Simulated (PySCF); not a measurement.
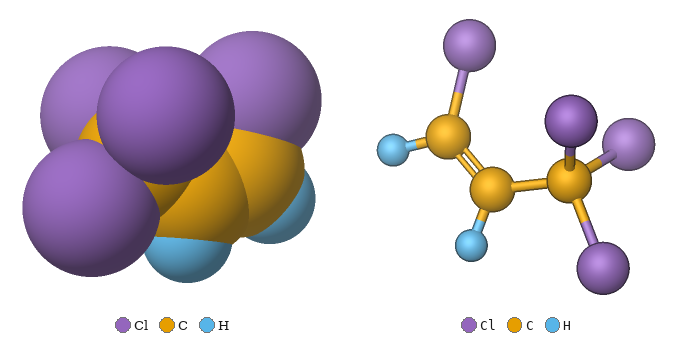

Two views of one molecule.

The geometry was computed by an optimisation with PBE0-D3(BJ)/def2-SVP. No frequency run is at hand to confirm it as a minimum.

Describe the molecule.

Formula C₃H₂Cl₄. Its SMILES string is `Cl/C=C\C(Cl)(Cl)Cl`. It has no ring. Among its groups: alkene, C–Cl bond. This geometry has Cs symmetry. Coordination: 2 C trigonal planar; 1 C tetrahedral.

The parts below concern this one geometry. Atoms keep their numbers from picture to picture.

Excitation

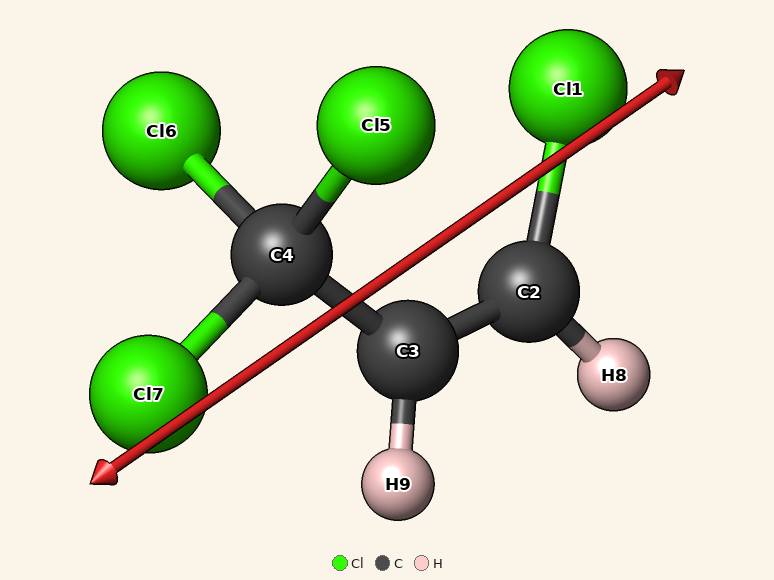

The double arrow shows the direction of the transition dipole to excited singlet state 4 (its length means nothing). No frequency run is at hand to confirm it as a minimum. Method: TDDFT PBE0/def2-SVPD, vertical, IEF-PCM chloroform (non-equilibrium linear response), core orbitals frozen in the response (PySCF 2.14.0).

**How is the transition polarised?**

Nearly parallel to the C2–C3 bond.

**Give its energy, strength and character.**

6.06 eV (205 nm), oscillator strength 0.040, mainly HOMO−1 → LUMO (weight 0.95); transition dipole 1.32 D.

Polarisability

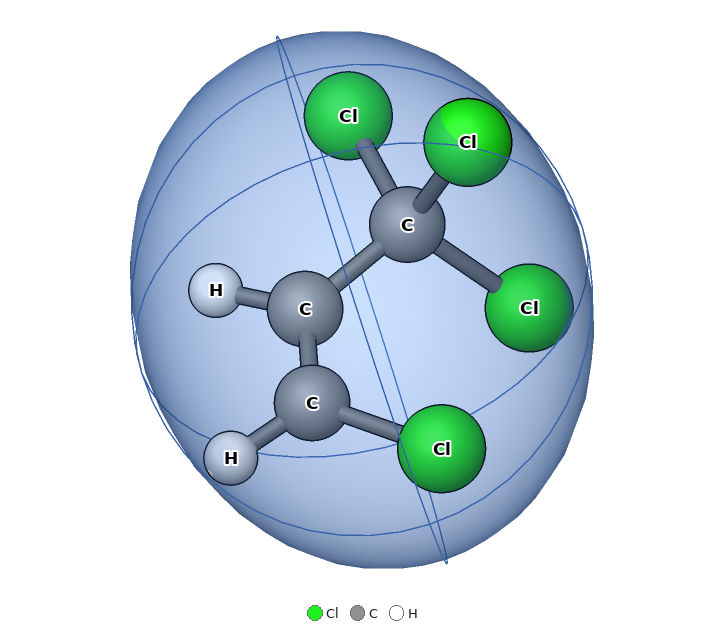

The ellipsoid shows the static dipole polarisability: its half-axes are proportional to the principal values. No frequency run is at hand to confirm it as a minimum. Computed with PBE0/def2-SVPD (PySCF 2.14.0).

**Give the principal values, the mean and the anisotropy.**

Principal values 81.0, 83.3, 111.5 bohr³; mean 92.0 bohr³ (13.63 Å³); anisotropy 29.4 bohr³, so the longest axis is 1.38 times the shortest.

Quadrupole coupling

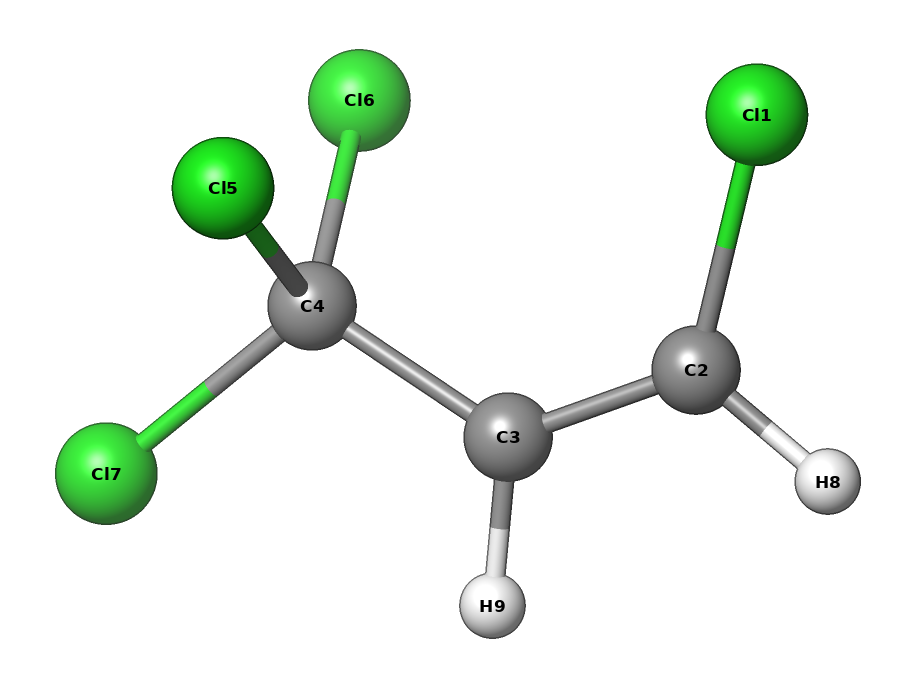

No frequency run is at hand to confirm it as a minimum. Electric field gradients from the ground-state density, PBE0/pcSseg-1 in chloroform (IEF-PCM) (PySCF 2.14.0), non-relativistic apart from any core potentials.

Give the largest field-gradient component, the quadrupole coupling constant and the asymmetry for 35Cl at Cl1 (Q = −81.7 mb), 35Cl at Cl5 (Q = −81.7 mb), 35Cl at Cl7 (Q = −81.7 mb), 2H at H8 (Q = 2.86 mb), 2H at H9 (Q = 2.86 mb).

```
atom  V_zz (a.u.)  e²qQ/h (MHz)     η
 Cl1        3.840         −73.7  0.21
 Cl5        4.359         −83.7  0.01
 Cl7        4.368         −83.8  0.02
  H8        0.293         0.197  0.10
  H9        0.297         0.199  0.13
```
